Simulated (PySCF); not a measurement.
**GeAsH$_{5}$O: energy and gradient calculation**

The run: energy and gradient calculation of GeAsH$_{5}$O, SMILES O[AsH][GeH3]. Method and program: PBE/def2-SVP, RKS (PySCF 2.14.0).

The geometry comes from this level: PBE0-D4/def2-TZVP. Figures and captions count atoms from 1; the log counts them from 0 in places.

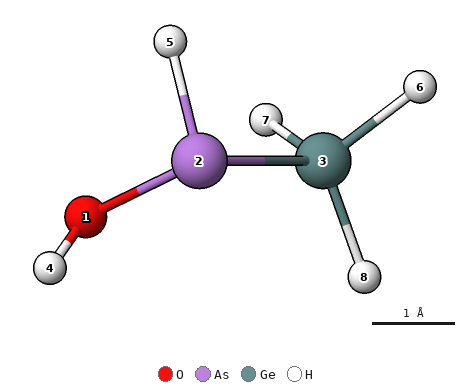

Figure 1. The structure as given in the input (ball-and-stick view, seen at a tilt; atoms are numbered from 1 in the order of the input). Sticks mark near contacts.

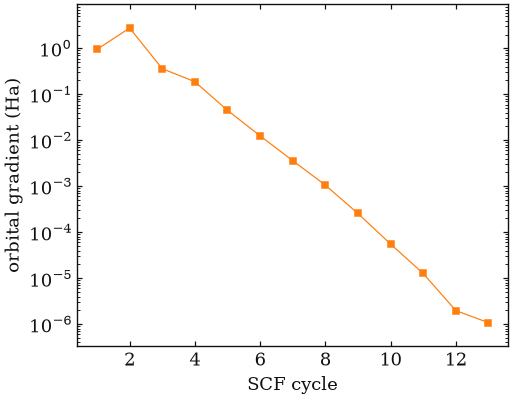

Figure 2. Convergence of the self-consistent field: orbital gradient against the SCF cycle. The residual comes down, with one marked jump up, by a factor of about 3, at step 2.

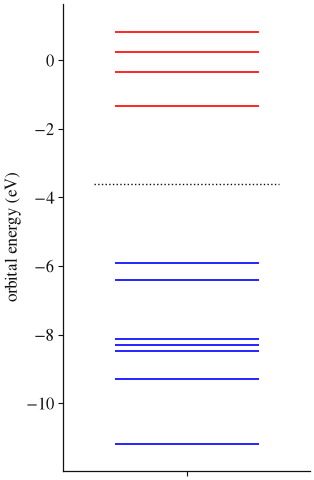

Figure 3. Orbital energies near the frontier; the dotted line parts filled from empty levels, and levels within 0.02 eV of each other stand side by side. Highest filled −5.91 eV, lowest empty −1.34 eV, 4.57 eV apart.

The input that produced these results follows, with the program's output.

The input (calc.py):
```python
import pyscf.grad
from pyscf import gto, dft

mol = gto.M(
    atom='start.xyz',
    verbose=4,
    basis='def2-svp',
    charge=0,
    max_memory=1860,
)

myscf = dft.RKS(mol, xc='pbe')
myscf.grids.level = 5
myscf.conv_tol = 1e-10
myscf.kernel()
if not myscf.converged:
    myscf = myscf.newton().run(myscf.mo_coeff, myscf.mo_occ)

etot = myscf.e_tot
print('E(%s) = %.9f' % ('PBE', etot))
grad = myscf.Gradients().kernel()
myscf.analyze()
```

File start.xyz:
```
8

O     -1.428900     0.407800    -1.289900
As    -0.567500     1.213400     0.086000
Ge     0.757400    -0.736100     0.684300
H     -2.345200     0.695100    -1.268000
H      0.576500     1.787600    -0.751900
H      1.917300    -0.281200     1.588600
H      1.313000    -1.426000    -0.569800
H     -0.130700    -1.717700     1.465000
```

Command:
```bash
OMP_NUM_THREADS=1 python calc.py
```

Output:
```
PySCF version 2.14.0

[INPUT] num. atoms = 8
[INPUT] num. electrons = 78
[INPUT] charge = 0
[INPUT] spin (= nelec alpha-beta = 2S) = 0
[INPUT] symmetry False subgroup None
[INPUT] Mole.unit = angstrom
[INPUT] Symbol           X                Y                Z      unit          X                Y                Z       unit  Magmom
[INPUT]  1 O     -1.428900000000   0.407800000000  -1.289900000000 AA   -2.700229659391   0.770630313598  -2.437557728076 Bohr   0.0
[INPUT]  2 As    -0.567500000000   1.213400000000   0.086000000000 AA   -1.072419575691   2.292993679547   0.162516446713 Bohr   0.0
[INPUT]  3 Ge     0.757400000000  -0.736100000000   0.684300000000 AA    1.431278566746  -1.391027400292   1.293139587040 Bohr   0.0
[INPUT]  4 H     -2.345200000000   0.695100000000  -1.268000000000 AA   -4.431785707330   1.313548629185  -2.396172725948 Bohr   0.0
[INPUT]  5 H      0.576500000000   1.787600000000  -0.751900000000 AA    1.089427110812   3.378074420273  -1.420885073060 Bohr   0.0
[INPUT]  6 H      1.917300000000  -0.281200000000   1.588600000000 AA    3.623171898629  -0.531390986228   3.002018921484 Bohr   0.0
[INPUT]  7 H      1.313000000000  -1.426000000000  -0.569800000000 AA    2.481210401554  -2.694749453630  -1.076765945777 Bohr   0.0
[INPUT]  8 H     -0.130700000000  -1.717700000000   1.465000000000 AA   -0.246987204481  -3.245982564165   2.768448772488 Bohr   0.0

nuclear repulsion = 438.954026371722
number of shells = 45
number of NR pGTOs = 207
number of NR cGTOs = 103
basis = def2-svp
ecp = {}

******** <class 'pyscf.dft.rks.RKS'> ********
method = RKS
initial guess = minao
damping factor = 0
level_shift factor = 0
DIIS = <class 'pyscf.scf.diis.CDIIS'>
diis_start_cycle = 1
diis_space = 8
diis_damp = 0
SCF conv_tol = 1e-10
SCF conv_tol_grad = None
SCF max_cycles = 50
direct_scf = True
direct_scf_tol = 1e-13
XC library pyscf.dft.libxc version 7.0.0
    S. Lehtola, C. Steigemann, M. J.T. Oliveira, and M. A.L. Marques.,  SoftwareX 7, 1–5 (2018)
XC functionals = pbe
    J. P. Perdew, K. Burke, and M. Ernzerhof.,  Phys. Rev. Lett. 77, 3865 (1996)
    J. P. Perdew, K. Burke, and M. Ernzerhof.,  Phys. Rev. Lett. 78, 1396 (1997)
    J. P. Perdew, K. Burke, and M. Ernzerhof.,  Phys. Rev. Lett. 77, 3865 (1996)
    J. P. Perdew, K. Burke, and M. Ernzerhof.,  Phys. Rev. Lett. 78, 1396 (1997)
radial grids:
    Treutler-Ahlrichs [JCP 102, 346 (1995); DOI:10.1063/1.469408] (M4) radial grids

becke partition: Becke, JCP 88, 2547 (1988); DOI:10.1063/1.454033
pruning grids: <function nwchem_prune>
grids dens level: 5
symmetrized grids: False
atomic radii adjust function: <function treutler_atomic_radii_adjust>
small_rho_cutoff = 0
Set gradient conv threshold to 1e-05
Initial guess from minao.
tot grids = 250152
init E= -4388.46828861772
  HOMO = -0.269881470966612  LUMO = -0.100446400670577  gap/eV = 4.61056
cycle= 1 E= -4389.61969474566  delta_E= -1.15  |g|= 0.949  |ddm|= 2.75
  HOMO = -0.0639102792652682  LUMO = -0.0171218606724817  gap/eV = 1.27318
cycle= 2 E= -4387.9036578256  delta_E= 1.72  |g|= 2.77  |ddm|= 3.84
  HOMO = -0.20747153755625  LUMO = -0.0504172403318868  gap/eV = 4.27367
cycle= 3 E= -4389.73658729437  delta_E= -1.83  |g|= 0.361  |ddm|= 3.61
  HOMO = -0.214586725293574  LUMO = -0.0477018399417486  gap/eV = 4.54117
cycle= 4 E= -4389.75942044254  delta_E= -0.0228  |g|= 0.188  |ddm|= 0.516
  HOMO = -0.21849272841253  LUMO = -0.0497656902777326  gap/eV = 4.59130
cycle= 5 E= -4389.76504257515  delta_E= -0.00562  |g|= 0.0449  |ddm|= 0.152
  HOMO = -0.217062149769862  LUMO = -0.0490101469174609  gap/eV = 4.57293
cycle= 6 E= -4389.76556064161  delta_E= -0.000518  |g|= 0.0125  |ddm|= 0.0677
  HOMO = -0.216774960664451  LUMO = -0.0488188712882085  gap/eV = 4.57032
cycle= 7 E= -4389.76559625177  delta_E= -3.56e-05  |g|= 0.00361  |ddm|= 0.0176
  HOMO = -0.217115934045581  LUMO = -0.0491490197863649  gap/eV = 4.57061
cycle= 8 E= -4389.76559948559  delta_E= -3.23e-06  |g|= 0.00106  |ddm|= 0.00594
  HOMO = -0.217056360757955  LUMO = -0.0490919215309673  gap/eV = 4.57055
cycle= 9 E= -4389.76559979702  delta_E= -3.11e-07  |g|= 0.000256  |ddm|= 0.00149
  HOMO = -0.217075425958221  LUMO = -0.0491084628783338  gap/eV = 4.57061
cycle= 10 E= -4389.76559981207  delta_E= -1.5e-08  |g|= 5.55e-05  |ddm|= 0.000363
  HOMO = -0.217074736944864  LUMO = -0.0491080320421373  gap/eV = 4.57061
cycle= 11 E= -4389.76559981315  delta_E= -1.09e-09  |g|= 1.27e-05  |ddm|= 0.000119
  HOMO = -0.217073395481507  LUMO = -0.049106698047924  gap/eV = 4.57061
cycle= 12 E= -4389.76559981329  delta_E= -1.33e-10  |g|= 1.98e-06  |ddm|= 2.65e-05
  HOMO = -0.21707334921149  LUMO = -0.049106702227439  gap/eV = 4.57061
cycle= 13 E= -4389.76559981324  delta_E= 4.09e-11  |g|= 1.08e-06  |ddm|= 4.37e-06
  HOMO = -0.217073487798549  LUMO = -0.0491068300605644  gap/eV = 4.57061
Extra cycle  E= -4389.76559981325  delta_E= -1.82e-12  |g|= 1.42e-06  |ddm|= 3.67e-06
converged SCF energy = -4389.76559981325
E(PBE) = -4389.765599813

******** <class 'pyscf.grad.rks.Gradients'> for <class 'pyscf.dft.rks.RKS'> ********
unit = Eh/Bohr
grid_response = False
--------------- RKS gradients ---------------
         x                y                z
0 O    -0.0082121846     0.0110614027     0.0109957125
1 As     0.0025994608    -0.0074991366    -0.0108015781
2 Ge     0.0003882318    -0.0012731101     0.0005317397
3 H     0.0139721815    -0.0046605984    -0.0019131774
4 H    -0.0056951724    -0.0025635818     0.0026924507
5 H    -0.0038337076    -0.0008503202    -0.0029493440
6 H    -0.0017793893     0.0025992719     0.0036550687
7 H     0.0025497742     0.0031848946    -0.0022102516
----------------------------------------------
**** SCF Summaries ****
Total Energy =                       -4389.765599813246808
Nuclear Repulsion Energy =             438.954026371721909
One-electron Energy =                -6990.885182656819779
Two-electron Energy =                 2162.165556471851232
Two-electron Coulomb Energy =         2333.953244833914596
DFT Exchange-Correlation Energy =     -171.787688362063221
HOMO-LUMO gap [eV] =                     4.570605562197512
**** MO energy ****
MO #1   energy= -424.07861229799   occ= 2
MO #2   energy= -397.013239458547  occ= 2
MO #3   energy= -53.1857100388753  occ= 2
MO #4   energy= -49.1473314883115  occ= 2
MO #5   energy= -47.5829538169714  occ= 2
MO #6   energy= -47.5817631814799  occ= 2
MO #7   energy= -47.5808615744136  occ= 2
MO #8   energy= -43.7742893645303  occ= 2
MO #9   energy= -43.7738265983608  occ= 2
MO #10  energy= -43.7737032755551  occ= 2
MO #11  energy= -18.7590684173816  occ= 2
MO #12  energy= -6.74332913567901  occ= 2
MO #13  energy= -5.96676899825004  occ= 2
MO #14  energy= -4.85175392305479  occ= 2
MO #15  energy= -4.84721438223304  occ= 2
MO #16  energy= -4.84399940467107  occ= 2
MO #17  energy= -4.1850331033122   occ= 2
MO #18  energy= -4.18366518572206  occ= 2
MO #19  energy= -4.18331151559902  occ= 2
MO #20  energy= -1.52454888515715  occ= 2
MO #21  energy= -1.5225420105829   occ= 2
MO #22  energy= -1.5203941840638   occ= 2
MO #23  energy= -1.51713281628352  occ= 2
MO #24  energy= -1.51621665323324  occ= 2
MO #25  energy= -1.09007355994823  occ= 2
MO #26  energy= -1.08982352009707  occ= 2
MO #27  energy= -1.08971164373946  occ= 2
MO #28  energy= -1.08766667184604  occ= 2
MO #29  energy= -1.08745901377881  occ= 2
MO #30  energy= -0.893519137591102 occ= 2
MO #31  energy= -0.575066772545903 occ= 2
MO #32  energy= -0.485900232888038 occ= 2
MO #33  energy= -0.410733492633724 occ= 2
MO #34  energy= -0.341855464386134 occ= 2
MO #35  energy= -0.311839538208637 occ= 2
MO #36  energy= -0.304821201738381 occ= 2
MO #37  energy= -0.29864238763936  occ= 2
MO #38  energy= -0.235487305270897 occ= 2
MO #39  energy= -0.217073487798549 occ= 2
MO #40  energy= -0.0491068300605644 occ= 0
MO #41  energy= -0.0130256624988445 occ= 0
MO #42  energy= 0.0088237965323068 occ= 0
MO #43  energy= 0.0307439768647777 occ= 0
MO #44  energy= 0.0395058077565134 occ= 0
MO #45  energy= 0.0554923269253891 occ= 0
MO #46  energy= 0.0705048444575325 occ= 0
MO #47  energy= 0.191405267999371  occ= 0
MO #48  energy= 0.25546338786204   occ= 0
MO #49  energy= 0.266416523595899  occ= 0
MO #50  energy= 0.273456202717816  occ= 0
MO #51  energy= 0.276208341595792  occ= 0
MO #52  energy= 0.29026556616611   occ= 0
MO #53  energy= 0.313687470096214  occ= 0
MO #54  energy= 0.352845879254879  occ= 0
MO #55  energy= 0.391321197111597  occ= 0
MO #56  energy= 0.410906392369629  occ= 0
MO #57  energy= 0.44044290778248   occ= 0
MO #58  energy= 0.454377098352989  occ= 0
MO #59  energy= 0.474741536649156  occ= 0
MO #60  energy= 0.505276319674478  occ= 0
MO #61  energy= 0.522925834455565  occ= 0
MO #62  energy= 0.548898128989369  occ= 0
MO #63  energy= 0.563593403704622  occ= 0
MO #64  energy= 0.606785287430458  occ= 0
MO #65  energy= 0.658958114864785  occ= 0
MO #66  energy= 0.768056421965236  occ= 0
MO #67  energy= 0.821183066750554  occ= 0
MO #68  energy= 0.848569507554349  occ= 0
MO #69  energy= 0.90277133295886   occ= 0
MO #70  energy= 0.956042030374749  occ= 0
MO #71  energy= 0.976064815763465  occ= 0
MO #72  energy= 1.07695217892765   occ= 0
MO #73  energy= 1.26324340778741   occ= 0
MO #74  energy= 1.30674628463171   occ= 0
MO #75  energy= 1.39388154569095   occ= 0
MO #76  energy= 1.43984155997714   occ= 0
MO #77  energy= 1.44556712242632   occ= 0
MO #78  energy= 1.47839693021843   occ= 0
MO #79  energy= 1.51775999543883   occ= 0
MO #80  energy= 1.56627593627822   occ= 0
MO #81  energy= 1.64074982541071   occ= 0
MO #82  energy= 1.68473033660331   occ= 0
MO #83  energy= 1.69431899578795   occ= 0
MO #84  energy= 1.81645304271239   occ= 0
MO #85  energy= 1.83039897420719   occ= 0
MO #86  energy= 1.84004886131201   occ= 0
MO #87  energy= 1.90332288674499   occ= 0
MO #88  energy= 2.13998827047692   occ= 0
MO #89  energy= 2.35294445346567   occ= 0
MO #90  energy= 2.3591967853682    occ= 0
MO #91  energy= 2.50857090100981   occ= 0
MO #92  energy= 2.52733810502252   occ= 0
MO #93  energy= 2.60543588674419   occ= 0
MO #94  energy= 2.60771723199766   occ= 0
MO #95  energy= 2.71036026588689   occ= 0
MO #96  energy= 2.74489703469699   occ= 0
MO #97  energy= 2.75381184053696   occ= 0
MO #98  energy= 2.81598556751692   occ= 0
MO #99  energy= 2.84043157093824   occ= 0
MO #100 energy= 2.90426445641089   occ= 0
MO #101 energy= 2.92634623236705   occ= 0
MO #102 energy= 2.93906065132316   occ= 0
MO #103 energy= 3.60700775947013   occ= 0
 ** Mulliken pop on meta-lowdin orthogonal AOs  **
 ** Mulliken pop  **
pop of  0 O 1s            1.99992
pop of  0 O 2s            1.69232
pop of  0 O 3s            0.00624
pop of  0 O 2px           1.42376
pop of  0 O 2py           1.80734
pop of  0 O 2pz           1.68801
pop of  0 O 3px           0.00549
pop of  0 O 3py           0.00245
pop of  0 O 3pz           0.00186
pop of  0 O 3dxy          0.00152
pop of  0 O 3dyz          0.00135
pop of  0 O 3dz^2         0.00153
pop of  0 O 3dxz          0.00086
pop of  0 O 3dx2-y2       0.00171
pop of  1 As 1s           2.00000
pop of  1 As 2s           1.99997
pop of  1 As 3s           1.99956
pop of  1 As 4s           1.67635
pop of  1 As 5s           0.00781
pop of  1 As 2px          1.99999
pop of  1 As 2py          1.99999
pop of  1 As 2pz          1.99999
pop of  1 As 3px          1.99983
pop of  1 As 3py          1.99983
pop of  1 As 3pz          1.99983
pop of  1 As 4px          0.98112
pop of  1 As 4py          1.05253
pop of  1 As 4pz          0.93300
pop of  1 As 5px          0.00751
pop of  1 As 5py          0.00901
pop of  1 As 5pz          0.00962
pop of  1 As 3dxy         1.99954
pop of  1 As 3dyz         1.99957
pop of  1 As 3dz^2        1.99961
pop of  1 As 3dxz         1.99949
pop of  1 As 3dx2-y2      1.99957
pop of  1 As 4dxy         0.00866
pop of  1 As 4dyz         0.00479
pop of  1 As 4dz^2        0.00828
pop of  1 As 4dxz         0.00502
pop of  1 As 4dx2-y2      0.00389
pop of  1 As 5dxy         0.00044
pop of  1 As 5dyz         0.00040
pop of  1 As 5dz^2        0.00030
pop of  1 As 5dxz         0.00055
pop of  1 As 5dx2-y2      0.00015
pop of  2 Ge 1s           2.00000
pop of  2 Ge 2s           1.99997
pop of  2 Ge 3s           1.99972
pop of  2 Ge 4s           1.21981
pop of  2 Ge 5s           0.00660
pop of  2 Ge 2px          1.99999
pop of  2 Ge 2py          1.99999
pop of  2 Ge 2pz          1.99999
pop of  2 Ge 3px          1.99989
pop of  2 Ge 3py          1.99989
pop of  2 Ge 3pz          1.99989
pop of  2 Ge 4px          0.85333
pop of  2 Ge 4py          0.85377
pop of  2 Ge 4pz          0.87955
pop of  2 Ge 5px          0.00942
pop of  2 Ge 5py          0.00725
pop of  2 Ge 5pz          0.00881
pop of  2 Ge 3dxy         1.99880
pop of  2 Ge 3dyz         1.99875
pop of  2 Ge 3dz^2        1.99899
pop of  2 Ge 3dxz         1.99861
pop of  2 Ge 3dx2-y2      1.99900
pop of  2 Ge 4dxy         0.00313
pop of  2 Ge 4dyz         0.00214
pop of  2 Ge 4dz^2        0.00146
pop of  2 Ge 4dxz         0.00232
pop of  2 Ge 4dx2-y2      0.00110
pop of  2 Ge 5dxy         0.00144
pop of  2 Ge 5dyz         0.00059
pop of  2 Ge 5dz^2        0.00073
pop of  2 Ge 5dxz         0.00057
pop of  2 Ge 5dx2-y2      0.00065
pop of  3 H 1s            0.66693
pop of  3 H 2s            0.01274
pop of  3 H 2px           0.00141
pop of  3 H 2py           0.00175
pop of  3 H 2pz           0.00152
pop of  4 H 1s            1.00922
pop of  4 H 2s            0.00554
pop of  4 H 2px           0.00155
pop of  4 H 2py           0.00054
pop of  4 H 2pz           0.00137
pop of  5 H 1s            1.03603
pop of  5 H 2s            0.00398
pop of  5 H 2px           0.00124
pop of  5 H 2py           0.00026
pop of  5 H 2pz           0.00076
pop of  6 H 1s            1.02406
pop of  6 H 2s            0.00427
pop of  6 H 2px           0.00030
pop of  6 H 2py           0.00048
pop of  6 H 2pz           0.00157
pop of  7 H 1s            1.03187
pop of  7 H 2s            0.00361
pop of  7 H 2px           0.00077
pop of  7 H 2py           0.00092
pop of  7 H 2pz           0.00058
 ** Mulliken atomic charges  **
charge of    0O =     -0.63437
charge of    1As =      0.29379
charge of    2Ge =      0.15385
charge of    3H =      0.31565
charge of    4H =     -0.01822
charge of    5H =     -0.04227
charge of    6H =     -0.03068
charge of    7H =     -0.03775
Dipole moment(X, Y, Z, Debye): -0.74916,  0.64686,  0.44818
```

Results in brief:

| quantity | value |
| --- | --- |
| outcome | converged |
| total energy | −4389.765600 hartree |
| basis functions | 103 |
| largest force | 0.906 eV/Å |
| HOMO | −5.91 eV |
| LUMO | −1.34 eV |
| dipole moment | 1.09 D |
| hardware | 1 thread of Intel Xeon @ 2.50GHz (Skylake/Cascade Lake), 16 GiB of memory available, shared host |
| wall time | 46 s |
| peak memory | 1 GiB |
